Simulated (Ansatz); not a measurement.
System: H5OSbSi.

Input

```
crystal:
  periodic: [false, false, false]
  atoms:
    - { symbol: O, position_ang: [-1.0642, -0.12544, -0.91711] }
    - { symbol: Si, position_ang: [-0.09912, 0.81886, -0.00979] }
    - { symbol: Sb, position_ang: [1.44974, -0.81581, 1.13899] }
    - { symbol: H, position_ang: [-1.75575, 0.24127, -1.46444] }
    - { symbol: H, position_ang: [0.5897, 1.77711, -0.87646] }
    - { symbol: H, position_ang: [-0.92216, 1.60572, 0.91059] }
    - { symbol: H, position_ang: [2.78231, 0.15686, 0.78739] }
    - { symbol: H, position_ang: [1.28243, 0.01031, 2.60046] }
basis:
  gaussian: { orbitals: def2-mTZVP }
hamiltonian:
  xc: lda
relax:
  f_tol: 0.015
  max_steps: 40
output:
  orbitals: {}
```

Launched as:

```sh
ansatz run input.yaml --threads 2 --pin off --max-ram 3072MiB --backend cpu --events-out ev --progress --plain --runs-dir out
```

The fields are those of the run's last geometry, not of the input's.

Core potentials replace the inner electrons of Sb.

The calculation used RKS LDA/def2-mTZVP in Ansatz 0.2.0.

### Predict the electron density and electron localisation function between the atoms.

Si–O (1.66 Å): ρ at the midpoint is about 1.1 e/Å³; the ELF peaks at about 0.85 between the atoms (a shared but strongly polarised pair).
Si–Sb (2.56 Å): the density is about 0.51 e/Å³ at the midpoint; the ELF peaks at about 0.95 between the atoms, as expected for a shared electron pair.
O–H (0.98 Å): ρ at the midpoint is about 3.5 e/Å³; the ELF climbs to about 1 towards the hydrogen, as it does in any bond to H: a covalent bond by its length.

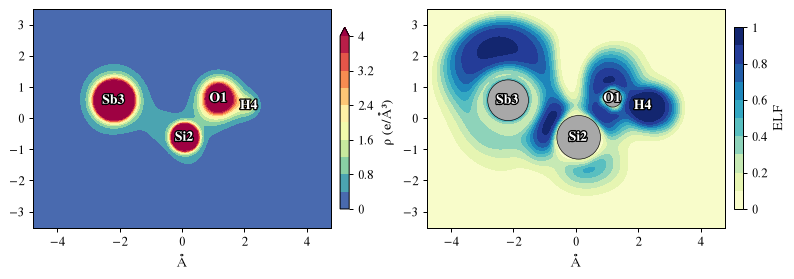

Computed electron density and electron localisation function on the plane of atoms O1, Si2 and Sb3, in this order. Grey discs cover the atomic cores in the ELF map. 
